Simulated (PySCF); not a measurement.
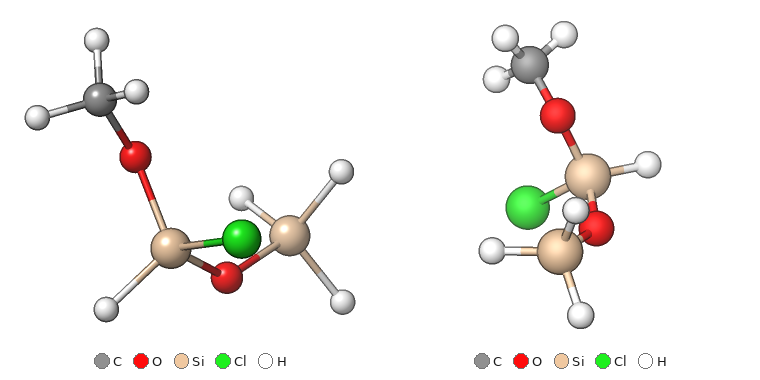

Both panels show the same species.

The geometry was computed by an optimisation with PBE0-D3(BJ)/def2-SVP. No frequency run is at hand to confirm it as a minimum.

Description:

The molecule is CH7ClO2Si2. Its SMILES string is `CO[Si@H](Cl)O[SiH3]`. It has no ring. Among its groups: Si–H bond, Si–O bond. The point group is C1. Coordination: 1 C tetrahedral; 2 O bent; 2 Si tetrahedral.

More results for the same structure follow; atom numbers are the same in all pictures, views and colours differ.

## Shape

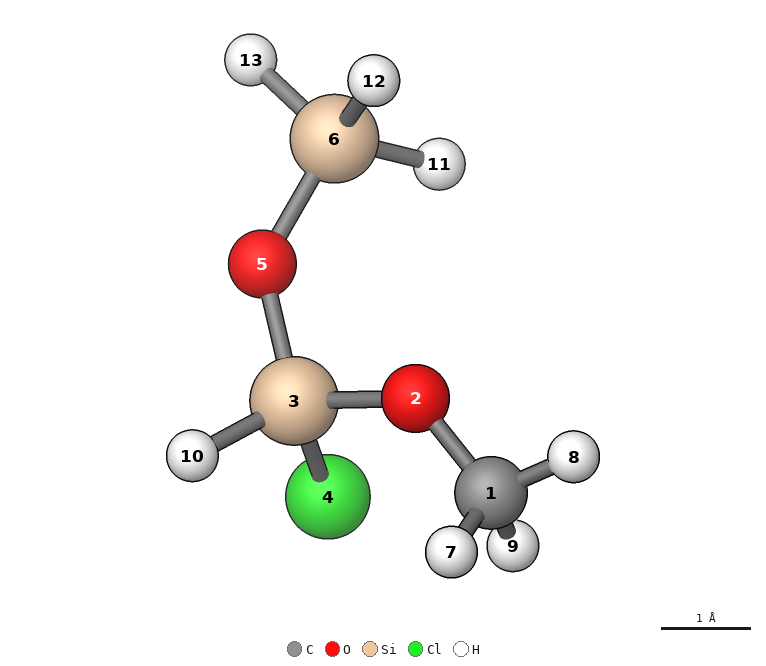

Atoms carry their numbers in the input. No frequency run is at hand to confirm it as a minimum.

Give these bond angles: O2–C1–H7, O2–C1–H8, O2–C1–H9, C1–O2–Si3, O2–Si3–Cl4, O2–Si3–O5, O2–Si3–H10, Cl4–Si3–O5, Cl4–Si3–H10, O5–Si3–H10, Si3–O5–Si6, O5–Si6–H11, O5–Si6–H12, O5–Si6–H13.

```
      angle  degrees
   O2–C1–H7    111.5
   O2–C1–H8    108.6
   O2–C1–H9    111.6
  C1–O2–Si3    128.2
 O2–Si3–Cl4    108.2
  O2–Si3–O5    107.2
 O2–Si3–H10    113.6
 Cl4–Si3–O5    110.2
Cl4–Si3–H10    108.1
 O5–Si3–H10    109.5
 Si3–O5–Si6    138.1
 O5–Si6–H11    110.2
 O5–Si6–H12    109.9
 O5–Si6–H13    107.4
```

## Electronic properties

No frequency run is at hand to confirm it as a minimum. Method: PBE0/6-31G*, gas phase (PySCF 2.14.0).

What does the calculation give?

- dipole moment: 1.67 D
- HOMO energy (Kohn–Sham orbital): −8.55 eV
- LUMO energy (Kohn–Sham orbital): 0.41 eV
- HOMO–LUMO gap: 8.96 eV

## Quadrupole coupling

No frequency run is at hand to confirm it as a minimum. Electric field gradients from the ground-state density, PBE0/aug-cc-pVDZ (PySCF 2.14.0), non-relativistic apart from any core potentials.

Give the largest field-gradient component, the quadrupole coupling constant and the asymmetry for 17O at O2 (Q = −25.6 mb), 35Cl at Cl4 (Q = −81.7 mb), 17O at O5 (Q = −25.6 mb), 2H at H7 (Q = 2.86 mb), 2H at H8 (Q = 2.86 mb).

```tsv
atom	V_zz (a.u.)	e²qQ/h (MHz)	η
O2	1.550	−9.32	0.44
Cl4	1.768	−33.9	0.05
O5	1.011	−6.08	0.26
H7	0.284	0.191	0.08
H8	0.290	0.195	0.08
```

## NMR shielding

The questions are on isotropic NMR shieldings of the Si atoms. No frequency run is at hand to confirm it as a minimum. Properties computed with GIAO B97-2/pcSseg-1 NMR shielding, non-relativistic, gas phase (PySCF 2.14.0).

List the isotropic NMR shieldings of the Si atoms.

```json
{"atom": "Si3", "σ (ppm)": "398.7"}
{"atom": "Si6", "σ (ppm)": "394.9"}
```
